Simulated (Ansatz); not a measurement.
```json
{"atom": "Si", "x (Å)": "-1.0081", "y (Å)": "1.0861", "z (Å)": "-0.1152"}
{"atom": "N", "x (Å)": "-0.7169", "y (Å)": "-0.6018", "z (Å)": "0.1780"}
{"atom": "P", "x (Å)": "0.7173", "y (Å)": "-1.3211", "z (Å)": "0.7292"}
{"atom": "S", "x (Å)": "2.3134", "y (Å)": "-0.5945", "z (Å)": "-0.4831"}
{"atom": "H", "x (Å)": "-0.4837", "y (Å)": "1.5638", "z (Å)": "-1.4212"}
{"atom": "H", "x (Å)": "-2.4770", "y (Å)": "1.3098", "z (Å)": "-0.0879"}
{"atom": "H", "x (Å)": "-0.3364", "y (Å)": "1.8351", "z (Å)": "0.9756"}
{"atom": "H", "x (Å)": "-1.3400", "y (Å)": "-1.2695", "z (Å)": "-0.2523"}
{"atom": "H", "x (Å)": "1.0251", "y (Å)": "-0.3672", "z (Å)": "1.7326"}
{"atom": "H", "x (Å)": "2.3898", "y (Å)": "-1.6920", "z (Å)": "-1.2527"}
```

Geometry: PBE0-D4/def2-TZVP.

Level of theory: RKS PBE0-D4/def2-TZVPP in Ansatz.

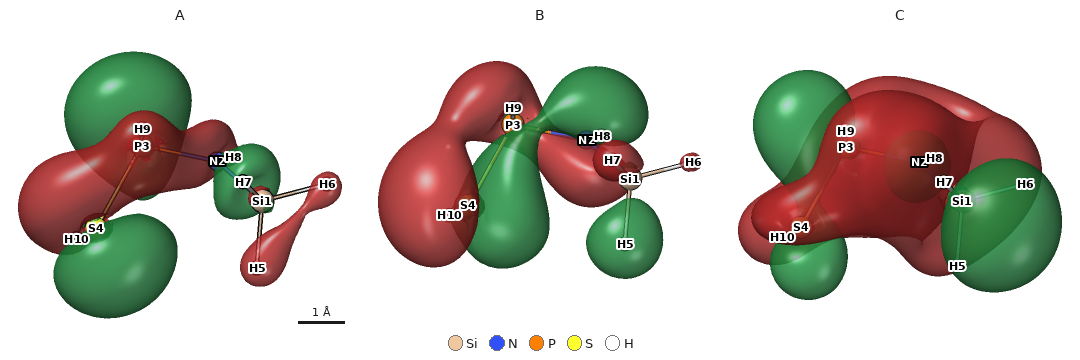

H6NPSSi (SMILES [SiH3]NPS). Three frontier orbitals at ±0.06 Å⁻³ᐟ² (green and red are the two phases), in no order.

Q: Which picture is the HOMO−1, the HOMO and the LUMO?

A: B is the HOMO−1 (−7.46 eV). By Hirshfeld shares it lies mainly on S4 (about 50 %), N2 (about 25 %) and P3 (about 15 %). A is the HOMO (−7.07 eV). By Hirshfeld shares it lies mainly on P3 (about 45 %), S4 (about 40 %) and N2 (about 5 %). C is the LUMO (−0.23 eV). It lies mainly on P3 (about 25 %), Si1 (about 25 %), S4 (about 10 %), H8 (about 10 %) and N2 (about 10 %).

Q: What is the HOMO–LUMO gap?

A: 6.84 eV between the orbital energies.
